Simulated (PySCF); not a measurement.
SMILES C([SiH2][SiH2][GeH3])=O at its GFN2-xTB optimised geometry (Å):

```
13

O      1.9675    -1.0189    -0.0079
C      1.3163    -2.0357     0.0000
Si    -0.6079    -2.0357     0.0000
Si    -1.1169     0.2234     0.0000
Ge     0.8225     1.5325    -0.0282
H      1.8567    -3.0050     0.0074
H     -0.9323    -2.8609    -1.1701
H     -0.9333    -2.8635     1.1679
H     -1.9675     0.5412    -1.1574
H     -1.9384     0.5476     1.1765
H      1.7132     1.4284     1.1665
H      1.6961     1.4016    -1.2330
H      0.4563     3.0050    -0.0424
```

Calculation: B3LYP/def2-TZVP run with PySCF. Cells within 0.4 Å of a nucleus heavier than hydrogen are left out (blank, or x).

Map of the deformation density (molecule minus spherical neutral atoms) (e/bohr³) on the plane z = 0.0 Å:

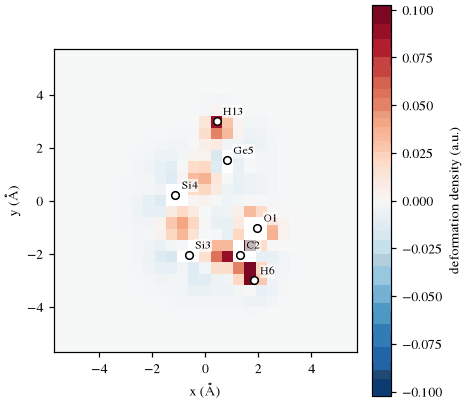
*Deformation density (molecule minus spherical neutral atoms) (e/bohr³) on the plane z = 0.0 Å.*
